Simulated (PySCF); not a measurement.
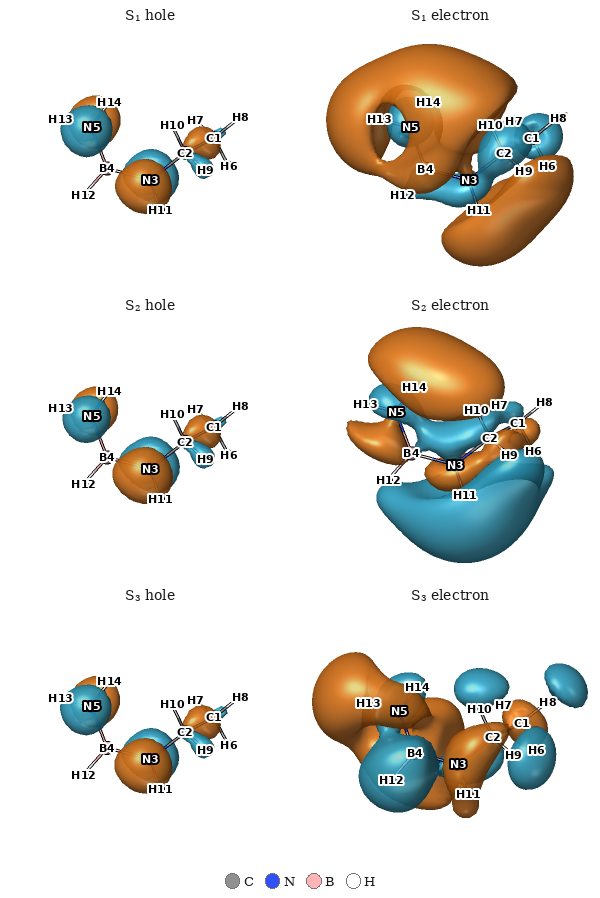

Figure. C$_{2}$H$_{9}$BN$_{2}$, SMILES `CCNBN`. Leading natural transition orbitals (TDA singlet states).

Method: M06-2X/def2-SVP; geometry: GFN2-xTB; program: PySCF. No frequency check shows the geometry to be a minimum. Without diffuse functions Rydberg states are missing, so the states' numbers hold for this basis only.

Input script:

```python
import numpy as np
from pyscf import gto, scf, dft, tdscf
from pyscf.scf import atom_ks, atom_hf
from scipy.linalg import block_diag

def solve(mol, dm0=None, hcore=None):
    mf = (dft.UKS if mol.spin else dft.RKS)(mol, xc='m062x')
    mf.grids.level = 3
    mf = mf.density_fit(auxbasis='def2-universal-jkfit')
    mf.conv_tol, mf.max_cycle = 1e-8, 80
    if hcore is not None:
        mf.get_hcore = lambda *args: hcore
    mf.kernel(dm0)
    if not mf.converged:
        mf = mf.newton().run(mf.mo_coeff, mf.mo_occ, max_cycle=30)
    assert mf.converged, 'SCF not converged'
    return mf

mol = gto.M(atom='''
C      1.95336     0.48353    -0.44295
C      0.99857    -0.06835     0.62000
N     -0.04332    -0.88873     0.05120
B     -1.36834    -0.53688    -0.25432
N     -1.89278     0.73271     0.02500
H      2.44357    -0.33211    -0.97057
H      1.39923     1.07607    -1.16690
H      2.71582     1.10813     0.01665
H      1.57314    -0.65547     1.34850
H      0.53524     0.76274     1.15640
H      0.29754    -1.78786    -0.24851
H     -2.06216    -1.34271    -0.75191
H     -2.84919     0.97606    -0.15297
H     -1.37039     1.48055     0.44519
''', basis='def2-svp', charge=0, spin=0, verbose=4)
mf = solve(mol)
td = mf.TDA()
td.nstates, td.singlet, td.conv_tol = 5, True, 1e-5
td.kernel()
td.analyze()
x, y = np.array([p[0] for p in td.xy]), np.array([p[1] + 0 * p[0] for p in td.xy])
f, mu = td.oscillator_strength(), td.transition_dipole()
nto = [td.get_nto(state=i + 1, verbose=4) for i in range(len(td.e))]
# spherically averaged free atoms, for the promolecule
atm = atom_ks.get_atm_nrks(mol, xc='m062x')
pro = block_diag(*[(atm[a[0]][2] * atm[a[0]][3]) @ atm[a[0]][2].T for a in mol._atom])
np.savez('result.npz', e=td.e, f=f, ok=td.converged, w=[n[0] for n in nto], nto=[n[1] for n in nto], x=x, y=y, c=mf.mo_coeff, occ=mf.mo_occ, eps=mf.mo_energy, pro=pro, mu=mu)
```

Command:

```sh
OMP_NUM_THREADS=1 python input.py
```

The run took 13 min on 1 thread of Arm Neoverse V2, on a shared host, peak memory 0.82 GiB.

Question: Describe these excited states.

Answer: By state:
- S₁: 6.94 eV (179 nm), f = 0.012, partly diffuse acceptor orbital, which a basis without diffuse functions describes poorly; the leading pair carries 96 %; hole on N3 (38 %), N5 (32 %) and B4 (8 %), electron on H14 (16 %), N5 (11 %) and H11 (11 %) (atom shares of so diffuse an orbital are rough); their centroids lie 0.6 Å apart.
- S₂: 7.42 eV (167 nm), f = 0.010, partly diffuse acceptor orbital, which a basis without diffuse functions describes poorly; the leading pair carries 92 %; hole on N3 (44 %), N5 (25 %) and B4 (9 %), electron on H11 (30 %), H14 (15 %) and N3 (12 %) (atom shares of so diffuse an orbital are rough); their centroids lie 0.6 Å apart.
- S₃: 8.11 eV (153 nm), f = 0.296 (bright); the leading pair carries 91 %; hole on N3 (39 %), N5 (29 %) and B4 (9 %), electron on B4 (35 %), N5 (14 %) and H13 (11 %); their centroids lie 0.6 Å apart.
